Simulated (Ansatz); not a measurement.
# CH3NSi: ladder of methods at one geometry, by script

How do the methods compare on CH3NSi, in result and in cost? A script is to give a ladder of methods at one geometry; the system is CH3NSi.

All numbers are computed with the Python package of Ansatz 0.2.0. The levels of theory stand in the script.

## Step 1: The system

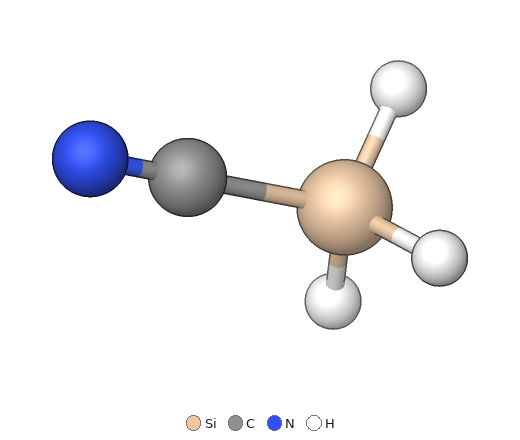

The structure that the script starts from, seen from a chosen angle (silicon light orange, carbon grey, nitrogen blue, hydrogen white).

ch3nsi.xyz, read by the script:

```xyz
6

Si   -0.54460   -0.01020    0.00540
C     1.32880    0.02490   -0.01320
N     2.49060    0.04670   -0.02480
H    -1.08380   -0.97120   -0.99570
H    -1.12000    1.32640   -0.30920
H    -1.07100   -0.41650    1.33750
```

## Step 2: The code

The input, methods_ch3nsi.py:

```python
"""CH3NSi at several levels of theory."""

import ansatz as az

BASIS = "def2-SVP"

system = az.Crystal.molecule_from_extxyz("ch3nsi.xyz")

calculation = system.calculation().basis(gaussian=BASIS)

methods = ["mp2", "ccsd", "ccsd_t"]
reports = [calculation.correlation(m).run().report for m in methods]
print(f"Hartree-Fock reference {reports[0]['reference_energy_ev'] / 27.211386246:.6f} Ha")
best = reports[-1]["free_energy_ev"] - reports[-1]["reference_energy_ev"]
for method, each in zip(methods, reports):
    gained = each["free_energy_ev"] - each["reference_energy_ev"]
    print(f"{method:8s} total {each['free_energy_ev'] / 27.211386246:.6f} Ha  correlation {gained:9.4f} eV  ({100 * gained / best:.1f} % of the last)")
```

## Step 3: The input behind the calls

The package turns the script's settings into the engine's input (first run):

```yaml
crystal:
  periodic: [false, false, false]
  atoms:
    - { symbol: Si, position_ang: [-0.5446, -0.0102, 0.0054] }
    - { symbol: C, position_ang: [1.3288, 0.0249, -0.0132] }
    - { symbol: "N", position_ang: [2.4906, 0.0467, -0.0248] }
    - { symbol: H, position_ang: [-1.0838, -0.9712, -0.9957] }
    - { symbol: H, position_ang: [-1.12, 1.3264, -0.3092] }
    - { symbol: H, position_ang: [-1.071, -0.4165, 1.3375] }
basis:
  gaussian:
    orbitals: def2-SVP
correlation:
  method: mp2
```

## Step 4: Running it

Launch:

```console
$ python methods_ch3nsi.py
```

What it wrote:

```text
Hartree-Fock reference -382.821321 Ha
mp2      total -383.202410 Ha  correlation  -10.3700 eV  (90.0 % of the last)
ccsd     total -383.229065 Ha  correlation  -11.0953 eV  (96.3 % of the last)
ccsd_t   total -383.244594 Ha  correlation  -11.5179 eV  (100.0 % of the last)
```

Run time: 3.2 s. Hardware: 1 thread of Arm Neoverse V1, shared host; peak memory 0.19 GiB.

## Step 5: Inputs of later runs

The engine's inputs for the other runs:

Run 2, against run 1:

```diff
@@ -14 +14 @@
-  method: mp2
+  method: ccsd
```

Run 3, against run 1:

```diff
@@ -14 +14 @@
-  method: mp2
+  method: ccsd_t
```

Lines on the test bed's own set-up are left out of the output.

## Step 6: Run by run

From the records of these 3 runs:

```
run  method  energy (eV)  iterations in all  CPU time (s)
  1     mp2  -10427.4688                 11          0.41
  2    ccsd  -10428.1941                 17          0.99
  3  ccsd_t  -10428.6167                 17           1.2
```

Correlation energies (total less mean field):

```
method  correlation (eV)  share of the last  miss against the last (eV)  CPU time (s)
   mp2           -10.370             90.0 %                      +1.148          0.41
  ccsd           -11.095             96.3 %                      +0.423          0.99
ccsd_t           -11.518            100.0 %                      +0.000           1.2
```

## Step 7: Outcome

```
                    quantity       value
               runs compared           3
correlation energy, last run  -11.518 eV
```

**Reading.** mp2 catches 90 % of the correlation energy of ccsd_t. Notes:
- The geometry is a force-field or estimated start, not a minimum of this method, and the basis set is short of its limit. A lower total doesn't mark the better method: functionals have no common bound, and MP2 and coupled cluster aren't variational.
- Inner cores stay frozen, so this is valence correlation.
